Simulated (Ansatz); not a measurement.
# Ligand exchange: HCl + Ge3Si2H12 → SiH3Cl + Ge3SiH10

Species: HCl (hydrogen chloride), singlet; Ge3Si2H12 `[SiH3][GeH2][GeH2][SiH2][GeH3]`, singlet; SiH3Cl `[SiH3]Cl`, singlet; Ge3SiH10 `[GeH3][SiH2][GeH2][GeH3]`, singlet. The partners trade H for SiH3: Cl–H and Ge–SiH3 bonds give way to Cl–SiH3 and Ge–H.

Shapes, held fixed at every level: PBE0-D4/def2-TZVP. Flexible molecules stand in one conformer, not always the lowest. Programs: Ansatz 0.2.0. Electronic energies: no zero-point or thermal term.

```
               level                    kind  ΔE (kJ/mol)  less CCSD(T)/def2-TZVPP
    SPW92/def2-TZVPP                     LDA        -55.9                     +7.7
r2SCAN-D4/def2-TZVPP                meta-GGA        -67.1                     -3.5
 B3LYP-D4/def2-TZVPP           global hybrid        -65.5                     -1.9
  wB97M-V/def2-TZVPP  range-separated hybrid        -70.9                     -7.3
   B2PLYP/def2-TZVPP           double hybrid        -74.8                    -11.2
       CCSD/def2-SVP   coupled cluster or CI        -65.2                     -1.6
     CCSD/def2-TZVPP   coupled cluster or CI        -67.1                     -3.5
  CCSD(T)/def2-TZVPP   coupled cluster or CI        -63.6                      0.0
```

The highest level, CCSD(T)/def2-TZVPP, gives ΔE = -63.6 kJ/mol; the levels span -74.8 to -55.9. The column of differences is taken from that level and isn't an error. No measured value is set beside it here. Relativity is left out for Ge unless named. Correlated rows may include outer-core shells of Ge, which these sets cover unevenly.

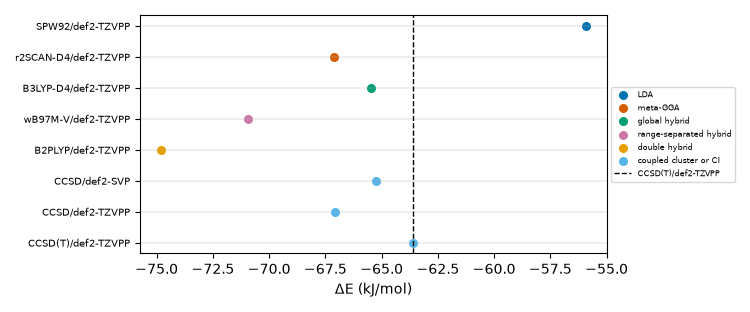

The values of the table, level by level.
